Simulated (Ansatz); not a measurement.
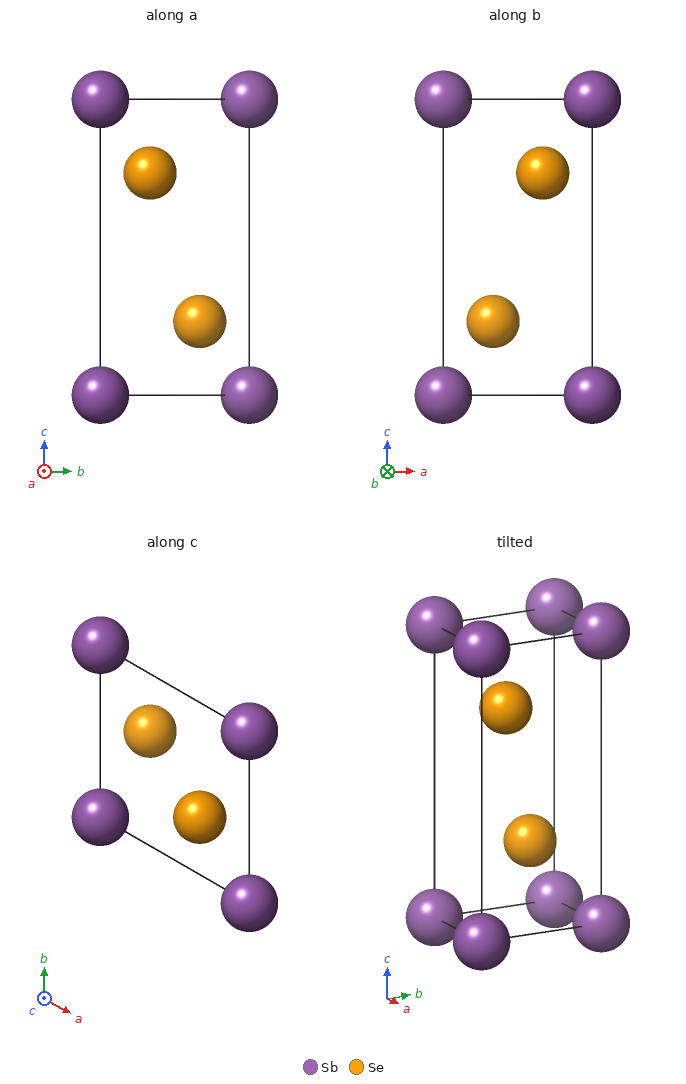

The image is a spheres-only drawing of a crystal, viewed along the a axis, along the b axis, along the c axis and slightly off an axis. Lines trace the edges of the conventional unit cell.

Lattice parameters: a = 3.9019 Å, b = 3.9019 Å, c = 6.7058 Å, α = 90.000°, β = 90.000°, γ = 120.000°.

### Give the structure in the form of a CIF with its space group and independent sites, with free fractional coordinates to two decimals.

```cif
data_structure
_symmetry_space_group_name_H-M 'P -3 m 1'
_symmetry_Int_Tables_number 164
_cell_length_a 3.9019
_cell_length_b 3.9019
_cell_length_c 6.7058
_cell_angle_alpha 90.000
_cell_angle_beta 90.000
_cell_angle_gamma 120.000
_cell_volume 88.42
loop_
_atom_site_label
_atom_site_type_symbol
_atom_site_symmetry_multiplicity
_atom_site_Wyckoff_symbol
_atom_site_fract_x
_atom_site_fract_y
_atom_site_fract_z
_atom_site_occupancy
Sb1 Sb 1 a 0.00 0.00 0.00 1
Se1 Se 2 d 0.6667 0.3333 0.75 1
```

The structure comes from a structure type filled with these elements by a generator (whether the compound takes this form wasn't checked). Earlier steps of the study may have refined or changed the cell and positions. A calculation with Ansatz used it as input.
